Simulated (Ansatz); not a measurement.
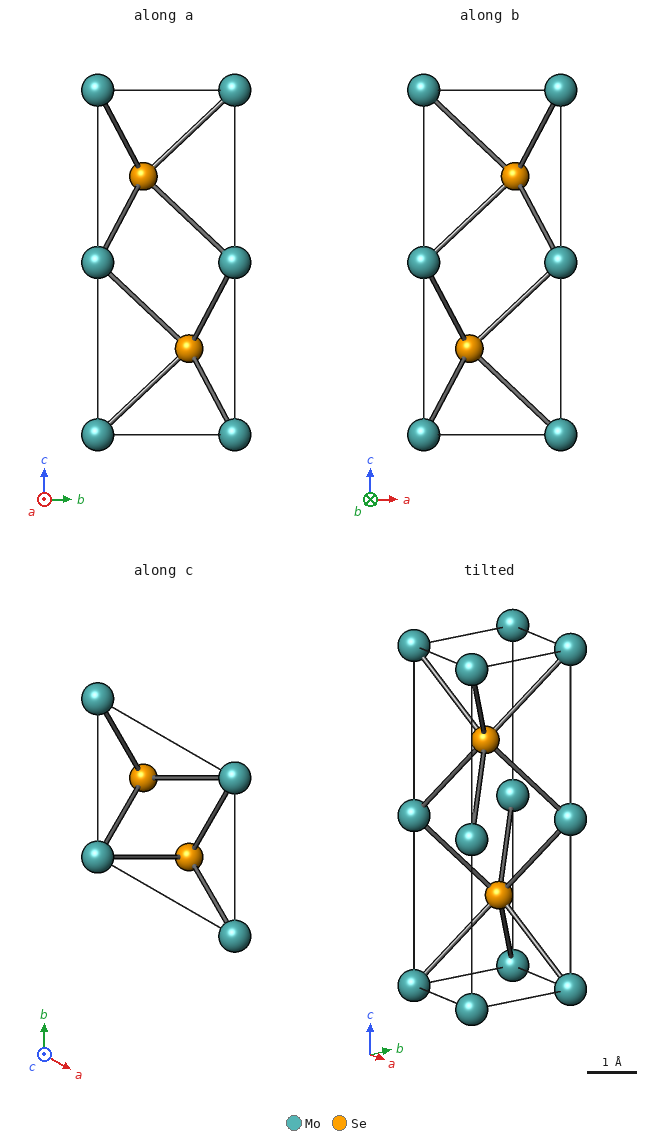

Structure drawing (ball-and-stick), viewed along the a axis, along the b axis, along the c axis and slightly off an axis. The lines enclose the conventional unit cell; boundary atoms appear with their images.

Lattice parameters: a = 3.284 Å, b = 3.284 Å, c = 7.151 Å, α = 90.00°, β = 90.00°, γ = 120.00°. Put a along x and b in the xy plane.

Q: Convert the drawing into a POSCAR file.

A:
```
Mo Se
1.0
     3.284    0.000    0.000
    -1.642    2.844    0.000
     0.000    0.000    7.151
Mo Se
2 2
Direct
  0.0000 0.0000 0.0000
  0.0000 0.0000 0.5000
  0.3333 0.6667 0.2500
  0.6667 0.3333 0.7500
```

Starting structure: a structure type filled with these elements by a generator (whether the compound takes this form wasn't checked). Cell shown after relaxation with DFT PBE, scalar-relativistic, plane waves, PAW in Ansatz 0.2.0.
